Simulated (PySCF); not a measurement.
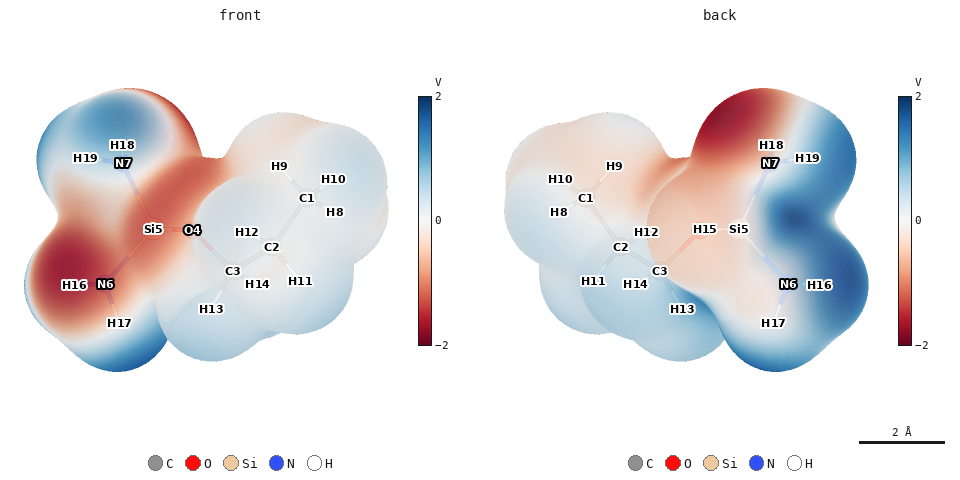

C$_{3}$H$_{12}$N$_{2}$OSi (SMILES CCCO[SiH](N)N). The molecular electrostatic potential painted on the density surface at 0.002 e/bohr³, seen from the front and from behind; red is negative and blue positive.

Geometry: GFN2-xTB.

All numbers below come from PySCF, PBE0/pcSseg-1, SCF density, gas phase, non-relativistic.

```xyz
19

C     2.6335    0.5208    0.1226
C     2.0300   -0.8637   -0.0754
C     0.6489   -0.7786   -0.7210
O    -0.2356   -0.1326    0.1415
Si   -1.6626    0.5433   -0.2180
N    -2.7925   -0.6942   -0.6658
N    -2.0782    1.3445    1.2443
H     2.7912    1.0079   -0.8372
H     1.9554    1.1317    0.7124
H     3.5877    0.4533    0.6393
H     2.6763   -1.4749   -0.7087
H     1.9260   -1.3583    0.8916
H     0.2730   -1.7884   -0.9363
H     0.7164   -0.2346   -1.6721
H    -1.5089    1.5810   -1.2475
H    -3.7590   -0.4398   -0.7841
H    -2.5317   -1.3501   -1.3847
H    -1.6278    1.0249    2.0855
H    -3.0520    1.5171    1.4212
```

Which sites attract a positive test charge, and which a negative one?

Answer. A positive charge is drawn to the negative regions and a negative charge to the positive ones. The most negative region (about −1.8 V, or −42 kcal/mol for a unit charge) lies over N7, the most positive (about +1.6 V, or +37 kcal/mol for a unit charge) over Si5, H16 and H17. N7 is the likeliest acceptor of a hydrogen bond.
